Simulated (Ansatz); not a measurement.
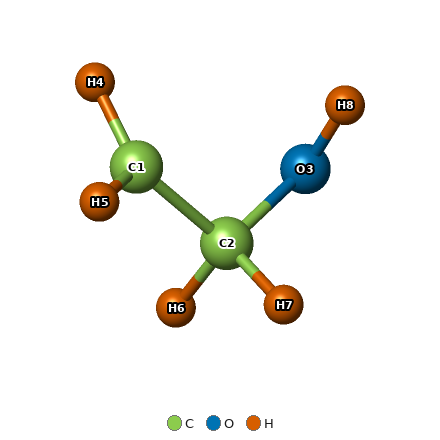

The system is C2H5O, SMILES [CH2]CO, spin multiplicity 2; the picture shows the reference structure. 
- Coordinates scanned: (1) dihedral C1–C2–O3–H8; (2) dihedral H4–C1–C2–O3.
- Nothing is relaxed (all other coordinates rigid).
- Grid: 9 × 9 points.
- Points are written as (first, second).
- Energies are in cm⁻¹, from the relaxed molecule at the same level.
- Theory: UKS PBE0-D4/def2-TZVP in Ansatz.

Its coordinates:

```xyz
8

C    -0.5822    0.2106   -0.7885
C     0.2635    0.2562    0.4213
O     0.4945   -1.0187    0.9886
H    -1.3884   -0.5109   -0.8479
H    -0.5166    0.9831   -1.5442
H    -0.2243    0.8377    1.2174
H     1.2104    0.7732    0.2041
H     0.8353   -1.5883    0.2934
```

Range: dihedral C1–C2–O3–H8 from −180 to 140°; dihedral H4–C1–C2–O3 from −180 to 140°.

Question: Predict the map.

Answer: The lowest grid point is at (60°, 20°), 86 cm⁻¹ from the relaxed molecule at the same level. The bottom of the well lies between grid points, at about (55°, 35°), about 42 cm⁻¹ lower on the interpolated surface. Higher local minima lie near (60°, −140°) (106 cm⁻¹ above the lowest at that grid point); (−60°, 140°) (590 cm⁻¹ above the lowest at that grid point); (−60°, −20°) (650 cm⁻¹ above the lowest at that grid point). The highest grid point, (−140°, 100°), lies 1524 cm⁻¹ above the lowest. On the interpolated surface the easiest way out of the lowest well to the well at (60°, −140°) passes a barrier of about 610 cm⁻¹, counted from the interpolated bottom of the well. Round the minimum the valley is somewhat tilted: raising dihedral C1–C2–O3–H8 shifts the best value of dihedral H4–C1–C2–O3 downwards (coupling k₁₂/√(k₁₁k₂₂) about 0.2). At the highest point the unbonded atoms H6···H8 come to 2.02 Å, against 2.81 Å at the lowest; the sum of their van der Waals radii is about 2.4 Å.

| dihedral H4–C1–C2–O3 ↓, dihedral C1–C2–O3–H8 → | −180 | −140 | −100 | −60 | −20 | 20 | 60 | 100 | 140 |
| --- | --- | --- | --- | --- | --- | --- | --- | --- | --- |
| 140 | 982 | 1366 | 1242 | 675 | 691 | 771 | 590 | 832 | 955 |
| 100 | 1365 | 1610 | 1544 | 1096 | 1025 | 846 | 679 | 1154 | 1453 |
| 60 | 1021 | 1083 | 1188 | 1007 | 924 | 447 | 222 | 892 | 1297 |
| 20 | 739 | 869 | 968 | 833 | 939 | 505 | 86 | 575 | 910 |
| −20 | 930 | 1268 | 1178 | 736 | 892 | 922 | 574 | 763 | 904 |
| −60 | 1145 | 1474 | 1338 | 819 | 834 | 796 | 595 | 914 | 1127 |
| −100 | 1143 | 1260 | 1256 | 973 | 946 | 612 | 361 | 938 | 1325 |
| −140 | 895 | 939 | 1083 | 1018 | 1060 | 543 | 191 | 801 | 1179 |
| −180 | 788 | 994 | 987 | 710 | 905 | 767 | 367 | 683 | 892 |

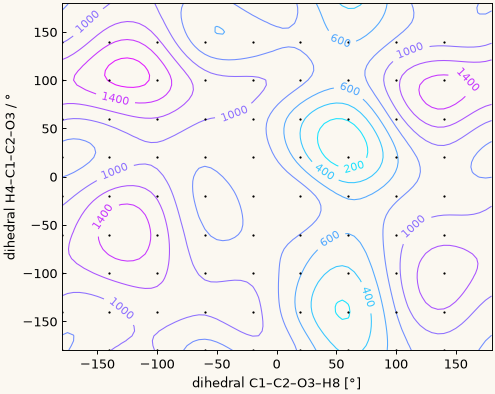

In the figure: contour lines labelled in cm⁻¹, dots at the grid points. Between grid points the surface is interpolated.

Each point was launched as `ansatz run input.yaml --threads 1 --pin off --max-ram 2560MiB --backend cpu --events-out ev --progress --plain --runs-dir out`. The whole map (81 points run) took 9.7 min on 1 thread of Intel(R) Xeon(R) Platinum 8259CL CPU @ 2.50GHz (Skylake/Cascade Lake), on a shared host.
